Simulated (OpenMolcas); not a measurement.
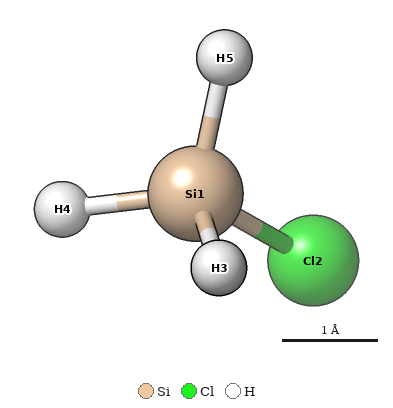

*The input geometry (ball-and-stick view, seen at a tilt; atoms are numbered from 1 in the order of the input).*

Bond lengths as drawn: Cl–Si 2.05 Å and H–Si 1.48 Å.

Run report: SiH3Cl, energy and gradient calculation (part 1 of 2)

SiH3Cl, SMILES [SiH3]Cl, computed with r2SCAN/aug-cc-pVDZ, RKS (OpenMolcas 26.06).

The geometry comes from this level: PBE0-D4/def2-TZVP.

### Output
```
--- Start Module: gateway ---

                                              &GATEWAY

                       available to each process: 1.9 GB of memory, 1 thread

 Basis Set     1 Label: SI.AUG-CC-PVDZ
 Basis set is read from library:.
 basistype.tbl is not found

 Basis Set     2 Label: CL.AUG-CC-PVDZ
 Basis set is read from library:.
 basistype.tbl is not found

 Basis Set     3 Label: H.AUG-CC-PVDZ
 Basis set is read from library:.
 basistype.tbl is not found

++    Symmetry information:
      ---------------------

                    Character Table for C1

                             E
                    a        1  x, y, xy, Rz, z, xz, Ry, yz, Rx, I
--

++    Basis set information:
      ----------------------

      Basis set label: SI.AUG-CC-PVDZ.........

      Electronic valence basis set:
      ------------------
      Associated Effective Charge  14.000000 au
      Associated Actual Charge     14.000000 au
      Nuclear Model: Point charge

      Shell  nPrim  nBasis  Cartesian Spherical Contaminant
         s      13       5        X
         p       9       4        X
         d       2       2                 X

      Basis set label: CL.AUG-CC-PVDZ.........

      Electronic valence basis set:
      ------------------
      Associated Effective Charge  17.000000 au
      Associated Actual Charge     17.000000 au
      Nuclear Model: Point charge

      Shell  nPrim  nBasis  Cartesian Spherical Contaminant
         s      13       5        X
         p       9       4        X
         d       2       2                 X

      Basis set label: H.AUG-CC-PVDZ.........

      Electronic valence basis set:
      ------------------
      Associated Effective Charge   1.000000 au
      Associated Actual Charge      1.000000 au
      Nuclear Model: Point charge

      Shell  nPrim  nBasis  Cartesian Spherical Contaminant
         s       5       3        X
         p       2       2        X
--

++    Molecular structure info:
      -------------------------

                    ************************************************
                    **** Cartesian Coordinates / bohr, angstrom ****
                    ************************************************

     Center  Label                x              y              z                     x              y              z
        1      SI1             -0.211649       0.035149      -0.058393             -0.112000       0.018600      -0.030900
        2      CL2              3.473884      -0.970374       0.623421              1.838300      -0.513500       0.329900
        3      H3              -1.796941      -0.922753       2.039203             -0.950900      -0.488300       1.079100
        4      H4              -1.010437      -1.106813      -2.484801             -0.534700      -0.585700      -1.314900
        5      H5              -0.360560       2.825896      -0.197854             -0.190800       1.495400      -0.104700

                    ***************************************
                    *    InterNuclear Distances / bohr    *
                    ***************************************

               1 SI1           2 CL2           3 H3            4 H4            5 H5
    1 SI1      0.000000
    2 CL2      3.880605        0.000000
    3 H3       2.798327        5.457865        0.000000
    4 H4       2.798141        5.457910        4.595550        0.000000
    5 H5       2.798195        5.457941        4.595649        4.595505        0.000000

                    *******************************************
                    *    InterNuclear Distances / angstrom    *
                    *******************************************

               1 SI1           2 CL2           3 H3            4 H4            5 H5
    1 SI1      0.000000
    2 CL2      2.053528        0.000000
    3 H3       1.480811        2.888178        0.000000
    4 H4       1.480713        2.888202        2.431860        0.000000
    5 H5       1.480741        2.888218        2.431913        2.431836        0.000000

                    **************************************
                    *    Valence Bond Angles / degree    *
                    **************************************
                          Atom centers                 Phi
                      3 H3       1 SI1      4 H4       110.40
                      3 H3       1 SI1      5 H5       110.40
                      4 H4       1 SI1      5 H5       110.40
--

            Nuclear Potential Energy             86.33721820 au

--- Stop Module: gateway /rc=_RC_ALL_IS_WELL_ ---

--- Start Module: seward ---

                                              &SEWARD

                       available to each process: 1.9 GB of memory, 1 thread

               SEWARD will generate:
                  Multipole Moment integrals up to order  2
                  Kinetic Energy integrals
                  Nuclear Attraction integrals (point charge)
                  One-Electron Hamiltonian integrals
                  Velocity integrals
                  Orbital angular momentum around (  1.7033  -0.4873   0.2959 )
                  Velocity quadrupole around (  1.7033  -0.4873   0.2959 )
                  Two-Electron Repulsion integrals

                   Integrals are discarded if absolute value <: 1.00E-14
                   Integral cutoff threshold is set to       <: 1.00E-16

            Nuclear Potential Energy             86.33721820 au

      Basis set specifications :
      Symmetry species         a
      Basis functions           81

--- Stop Module: seward /rc=_RC_ALL_IS_WELL_ ---
--- Module seward spent 1 second ---

--- Start Module: scf ---

                                                &SCF

                       available to each process: 1.9 GB of memory, 1 thread

 ###############################################################################
 ###     Minimized-density-differences option turned off!                    ###
 ###############################################################################
++    Input section:
      --------------

      Header of the integral files:

      Cartesian coordinates in angstrom:
      -----------------------------------------------------
      No.  Label        X            Y            Z
      -----------------------------------------------------
       1   SI1       -0.11200000   0.01860000  -0.03090000
       2   CL2        1.83830000  -0.51350000   0.32990000
       3   H3        -0.95090000  -0.48830000   1.07910000
       4   H4        -0.53470000  -0.58570000  -1.31490000
       5   H5        -0.19080000   1.49540000  -0.10470000
      -----------------------------------------------------
      Nuclear repulsion energy =   86.33721820
--

++    Orbital specifications:
      -----------------------

      Symmetry species               1
                                     a
      Frozen orbitals                0
      Occupied orbitals             17
      Secondary orbitals            64
      Deleted orbitals               0
      Total number of orbitals      81
      Number of basis functions     81
--

      Molecular charge                           0.000

      Numerical integration parameters
      --------------------------------
      Radial quadrature type:                         MHL
      Size of radial grid:                            99
      Lebedev angular grid:                           41
      Angular grid pruned with the crowding factor:  1.00E+10
                                 and fading factor:  1.00E+01
      Screening threshold for integral computation:   1.00E-11
      Radial quadrature accuracy:                     1.00E-25
      Maximum batch size:                             128
      AO values are stored on disk
      The same grid will be used for all iterations.

      DFT functional specifications
      -----------------------------
      Using Libxc version: 6.2.2
      Please cite the following reference:
      S. Lehtola, C. Steigemann, M. J.T. Oliveira, and M. A.L. Marques.,  SoftwareX 7, 1–5 (2018) doi:10.1016/j.softx.2017.11.002

++    Optimization specifications:
      ----------------------------

      SCF Algorithm: Conventional
      D(i)-D(i-1) density differences are used
      Number of density matrices in core                 5
      Maximum number of NDDO SCF iterations            400
      Maximum number of HF SCF iterations              400
      Threshold for SCF energy change             1.00E-10
      Threshold for density matrix                1.00E-07
      Threshold for Fock matrix                   1.00E-07
      Threshold for linear dependence             1.00E-09
      Threshold at which DIIS is turned on        1.50E-01
      Maximum depth in the DIIS procedure                5
      Maximum depth in the BFGS Hessian update          30
      Threshold at which QNR/C2DIIS is turned on  7.50E-02
      Threshold for Norm(delta) (QNR/C2DIIS)      1.00E-05
      All orbitals punched on: SCFORB
--

      Input vectors read from INPORB
      Orbital file label: *Guess orbitals

++ Convergence information
                                   [...]      iterations: Energy and convergence statistics

Iter     Tot. [...]      One-elec.       Two-elec.     Energy      Max Dij or  Max Fij      DNorm      TNorm      AccCon     Time
         Energy          Energy          Energy        Change      Delta Norm                                                in Sec.
   1  -751.260380762 -1256.076759547   418.479160589   0.00E+00    4.16E-01*   1.08E-01*    8.51E+00   1.66E+02   None         2.
   2  -751.270266058 -1263.307860936   425.700376681  -9.89E-03*   1.72E-01*   5.58E-02*    5.78E+00   1.67E+02   EDIIS        1.
   3  -751.461799469 -1260.866465542   423.067447877  -1.92E-01*   1.33E-01*   2.17E-02*    1.21E+00   1.67E+02   EDIIS        1.
   4  -751.451335161 -1259.464793035   421.676239678   1.05E-02*   4.94E-03*   1.45E-02*    1.07E+00   1.67E+02   c2DIIS       1.
   5  -751.472100856 -1260.246466092   422.437147040  -2.08E-02*   5.32E-03*   8.61E-04*    1.52E-01   1.67E+02   QNRc2DIIS    1.
   6  -751.472107651 -1260.250257279   422.440931432  -6.79E-06*   2.56E-03*   9.27E-04*    5.56E-02   1.67E+02   QNRc2DIIS    1.
   7  -751.472119868 -1260.267887574   422.458549510  -1.22E-05*   5.33E-04*   1.84E-04*    2.05E-02   1.67E+02   QNRc2DIIS    1.
   8  -751.472120500 -1260.259183277   422.449844581  -6.31E-07*   6.24E-05*   1.45E-05*    3.76E-03   1.67E+02   QNRc2DIIS    1.
   9  -751.472120503 -1260.257879080   422.448540382  -3.24E-09*   2.30E-05*   7.91E-06*    5.66E-04   1.67E+02   QNRc2DIIS    1.
  10  -751.472120504 -1260.258536999   422.449198298  -1.23E-09*   3.59E-06    1.01E-06*    2.41E-04   1.67E+02   QNRc2DIIS    1.
  11  -751.472120504 -1260.258505035   422.449166335  -1.91E-11    6.00E-07    1.07E-07*    3.35E-05   1.67E+02   QNRc2DIIS    1.
  12  -751.472120504 -1260.258502292   422.449163592  -3.41E-13    1.32E-07    3.42E-08     6.01E-06   1.67E+02   QNRc2DIIS    1.

       Convergence after  12 Iterations
--

 *****************************************************************************************************************************
 *                                             SCF/KS-DFT Program, Final results                                             *
 *                                                       Final Results                                                       *
 *****************************************************************************************************************************

::    Total KS-DFT energy                            -751.4721205040
      One-electron energy                           -1260.2585022923
      Two-electron energy                             422.4491635922
      Nuclear repulsion energy                         86.3372181961
      Kinetic energy (interpolated)                   749.6944769785
      Virial theorem                                    1.0023711573
      Total spin, S(S+1)                                0.0000000000
      Total spin, S                                     0.0000000000
      Max non-diagonal density matrix element           0.0000000990
      Max non-diagonal Fock matrix element              0.0000000098

      All orbitals with orbital energies smaller than  E(LUMO)+0.5 are printed

++    Molecular orbitals:
      -------------------

      Title: RKS-DFT orbitals

      Molecular orbitals for symmetry species 1: a
```
